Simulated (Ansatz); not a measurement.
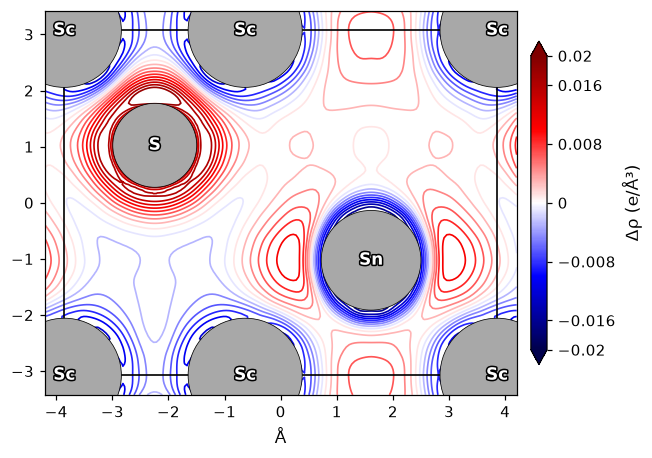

Sc2SnS. Difference of the valence pseudo-densities of two functionals at the same geometry, on the (110) plane of the calculation cell: one of LDA and r2SCAN less the other.

Space group P-6m2; a structure generated by program, which may or may not match a known phase.

Both computed with Ansatz (plane waves, PAW), on the same k-point mesh. Grey discs cover the atomic cores.

```xyz
4
Lattice="3.5486 0.0000 0.0000 -1.7743 3.0731 0.0000 0.0000 0.0000 7.7115" Properties=species:S:1:pos:R:3 pbc="T T T"
Sc    1.7743    1.0244    2.2445
Sc    1.7743    1.0244    5.4670
Sn    0.0000    0.0000    0.0000
S     0.0000    2.0488    3.8557
```

### Which was subtracted from which, and what does the map show?

It is r2SCAN less LDA. Against LDA, r2SCAN gives less density around Sc (−0.008 e/Å³ on average at 1.2 Å from the nucleus), less density around Sn (−0.009 e/Å³ on average at 1.0 Å from the nucleus), more density around S (+0.018 e/Å³ on average at 0.9 Å from the nucleus) and more density in the space between the atoms (+0.002 e/Å³ on average).
